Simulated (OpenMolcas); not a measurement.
# One shape, several levels: doublet AlH+

We compute a comparison of 6 runs (UHF/6-311G, U-r2SCAN/6-311G, UB3LYP/6-311G, UM06-2X/6-311G, UPBE/6-311G, USVWN5/6-311G) of doublet AlH+. 

The results are computed with OpenMolcas 26.06.

## Step 1: Starting point

AlH+: 2 atoms, total charge +1, spin state doublet. As SMILES of the parent species, `[AlH]`. The coordinates come from a PBE0-D4/def2-TZVP relaxation. That shape belongs to the parent species and isn't relaxed for this state.

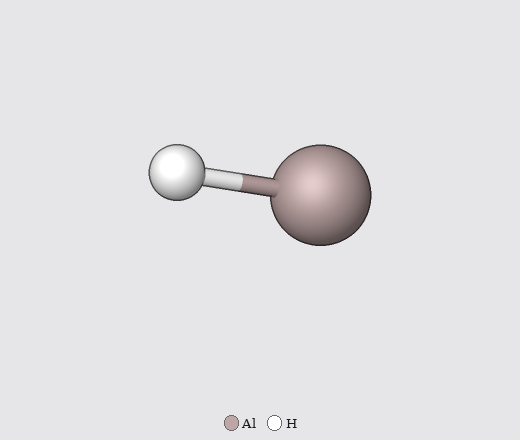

Viewed from a chosen angle; aluminium light grey, hydrogen white.

## Step 2: The energy at UHF/6-311G (run 1)

The input, job.inp:

```
>>> EXPORT MOLCAS_PRINT=2
&gateway
baslib
$CurrDir
coord
2
angstrom
Al       0.000000       0.000000      -0.025640
H        0.000000       0.000000       1.639110
basis
6-311G
group
NoSym
&seward
&scf
uhf
charge
1
spin
2
thresholds
1e-10 1e-07 1e-07 1e-05
prorbitals
1 1
```

The basis set 6-311G is read from a file made from the Basis Set Exchange's data (not shown).

Launch:

```console
$ export MOLCAS_MEM=1860
$ pymolcas job.inp > job.log
```

The program printed:

```text
--- Start Module: gateway ---
[...]
--- Stop Module: gateway /rc=_RC_ALL_IS_WELL_ ---
--- Start Module: seward ---
[...]
      Basis functions           24
--- Stop Module: seward /rc=_RC_ALL_IS_WELL_ ---
--- Start Module: scf ---
[...]
       Convergence after  15 Iterations
[...]
::    Total SCF energy                               -242.1814994502
[...]
      Total spin, S                                     0.5198223951
[...]
      Total electronic charge=   13.000000
      Total            charge=    1.000000
[...]
      Dipole Moment (debye):
      Origin of the operator (angstrom)=    0.0000    0.0000    0.0343
                   X= -2.5816E-15               Y= -1.2061E-15               Z= -4.7864E-01           Total=  4.7864E-01
      Center of Charge (angstrom)
[...]
--- Stop Module: scf /rc=_RC_ALL_IS_WELL_ ---
[...]
```

Wall time 1.6 s (1 thread of Arm Neoverse V2, shared host); peak memory 0.37 GiB.

## Step 3: The energy at U-r2SCAN/6-311G (run 2)

The input, job.input:

```
* AlH Kohn-Sham DFT
&GATEWAY
BasLib = $CurrDir
Coord
2
angstrom
Al       0.000000       0.000000      -0.025640
H        0.000000       0.000000       1.639110
Basis = 6-311G
Group = NoSym
&SEWARD
GridInput
Grid=UltraFine
End of Grid
&SCF
UHF
Charge = 1
Spin = 2
KSDFT = 2
1.0 MGGA_X_R2SCAN
1.0 MGGA_C_R2SCAN
Thresholds = 1e-10 1e-07 1e-07 1e-05
PrOrbitals = 1 1
```

The basis set 6-311G is read from a file made from the Basis Set Exchange's data (not shown).

Launch:

```console
$ export MOLCAS_MEM=1860
$ pymolcas job.input > job.log
```

The program printed:

```text
--- Start Module: gateway ---
[...]
--- Stop Module: gateway /rc=_RC_ALL_IS_WELL_ ---
--- Start Module: seward ---
[...]
      Basis functions           24
--- Stop Module: seward /rc=_RC_ALL_IS_WELL_ ---
--- Start Module: scf ---
[...]
       Convergence after  18 Iterations
[...]
::    Total KS-DFT energy                            -242.6386778465
[...]
      Total spin, S                                     0.5073030766
[...]
      Total electronic charge=   13.000000
      Total            charge=    1.000000
[...]
      Dipole Moment (debye):
      Origin of the operator (angstrom)=    0.0000    0.0000    0.0343
                   X=  2.2163E-16               Y= -1.6635E-15               Z= -3.6669E-01           Total=  3.6669E-01
      Center of Charge (angstrom)
[...]
--- Stop Module: scf /rc=_RC_ALL_IS_WELL_ ---
[...]
```

Run time: 5.7 s. Hardware: 1 thread of Arm Neoverse V2, shared host; peak memory 0.37 GiB.

Runs 3 to 4 aren't shown in full; the table further down has their settings and results.

## Step 4: A single-point energy at UPBE/6-311G (run 5)

The input, job.inp:

```
&GATEWAY
  BasLib = $CurrDir
  Coord
  2
  angstrom
  Al       0.000000       0.000000      -0.025640
  H        0.000000       0.000000       1.639110
  Basis = 6-311G
  Group = NoSym

&SEWARD
  GridInput
  Grid=UltraFine
  End of Grid

&SCF
  UHF
  Charge = 1
  Spin = 2
  KSDFT = PBE
  Thresholds = 1e-10 1e-07 1e-07 1e-05
  PrOrbitals = 1 1
```

The basis set 6-311G is read from a file made from the Basis Set Exchange's data (not shown).

Launch:

```console
$ export MOLCAS_MEM=1860
$ pymolcas job.inp > job.log
```

The program printed:

```text
--- Start Module: gateway ---
[...]
--- Stop Module: gateway /rc=_RC_ALL_IS_WELL_ ---
--- Start Module: seward ---
[...]
      Basis functions           24
--- Stop Module: seward /rc=_RC_ALL_IS_WELL_ ---
--- Start Module: scf ---
[...]
       Convergence after  15 Iterations
[...]
::    Total KS-DFT energy                            -242.5319039915
[...]
      Total spin, S                                     0.5031871465
[...]
      Total electronic charge=   13.000000
      Total            charge=    1.000000
[...]
      Dipole Moment (debye):
      Origin of the operator (angstrom)=    0.0000    0.0000    0.0343
                   X= -2.2918E-15               Y= -1.2797E-15               Z= -2.3745E-01           Total=  2.3745E-01
      Center of Charge (angstrom)
[...]
--- Stop Module: scf /rc=_RC_ALL_IS_WELL_ ---
[...]
```

Wall time 3.9 s (1 thread of Arm Neoverse V2, shared host); peak memory 0.37 GiB.

## Step 5: The energy at USVWN5/6-311G (run 6)

job.input, as its differences from that of step 3:

```diff
@@ -1,2 +1,2 @@
-* AlH Kohn-Sham DFT
+>>> EXPORT MOLCAS_PRINT=2
 &GATEWAY
@@ -18,5 +18,3 @@
 Spin = 2
-KSDFT = 2
-1.0 MGGA_X_R2SCAN
-1.0 MGGA_C_R2SCAN
+KSDFT = SVWN5
 Thresholds = 1e-10 1e-07 1e-07 1e-05
```

The basis set 6-311G is read from a file made from the Basis Set Exchange's data (not shown).

Launch:

```console
$ export MOLCAS_MEM=1860
$ pymolcas job.input > job.log
```

The program printed:

```text
--- Start Module: gateway ---
[...]
--- Stop Module: gateway /rc=_RC_ALL_IS_WELL_ ---
--- Start Module: seward ---
[...]
      Basis functions           24
--- Stop Module: seward /rc=_RC_ALL_IS_WELL_ ---
--- Start Module: scf ---
[...]
       Convergence after  16 Iterations
[...]
::    Total KS-DFT energy                            -241.6048295648
[...]
      Total spin, S                                     0.5017076967
[...]
      Total electronic charge=   13.000000
      Total            charge=    1.000000
[...]
      Dipole Moment (debye):
      Origin of the operator (angstrom)=    0.0000    0.0000    0.0343
                   X= -2.1313E-15               Y= -1.0647E-15               Z= -1.5884E-01           Total=  1.5884E-01
      Center of Charge (angstrom)
[...]
--- Stop Module: scf /rc=_RC_ALL_IS_WELL_ ---
[...]
```

Wall time 3.3 s (1 thread of Arm Neoverse V2, shared host); peak memory 0.37 GiB.

## Step 6: All runs side by side

| run | level | integration grid | energy (Eh) | HOMO energy (eV) | LUMO energy (eV) | ⟨S²⟩ | wall time |
| --- | --- | --- | --- | --- | --- | --- | --- |
| 1 | UHF/6-311G | – | -242.181499 | -16.95 | -6.63 | 0.790 | 1.6 s |
| 2 | U-r2SCAN/6-311G | UltraFine | -242.638678 | -13.42 | -10.66 | 0.765 | 5.7 s |
| 3 | UB3LYP/6-311G | UltraFine | -242.695192 | -13.93 | -10.76 | 0.760 | 4.2 s |
| 4 | UM06-2X/6-311G | UltraFine | -242.650453 | -15.02 | -10.11 | 0.760 | 5.1 s |
| 5 | UPBE/6-311G | UltraFine | -242.531904 | -13.06 | -11.28 | 0.756 | 3.9 s |
| 6 | USVWN5/6-311G | UltraFine | -241.604830 | -12.97 | -11.50 | 0.753 | 3.3 s |

## Step 7: What came out

| quantity | value |
| --- | --- |
| run 6: total energy | -241.60483 Eh |
| run 6: HOMO energy (highest over α and β) | -12.97 eV |
| run 6: LUMO energy (lowest over α and β) | -11.50 eV |
| run 6: ⟨S²⟩ | 0.753 |

In words: Totals of different functionals can't be ranked against each other. All runs together took 24 s, the longest 5.7 s.
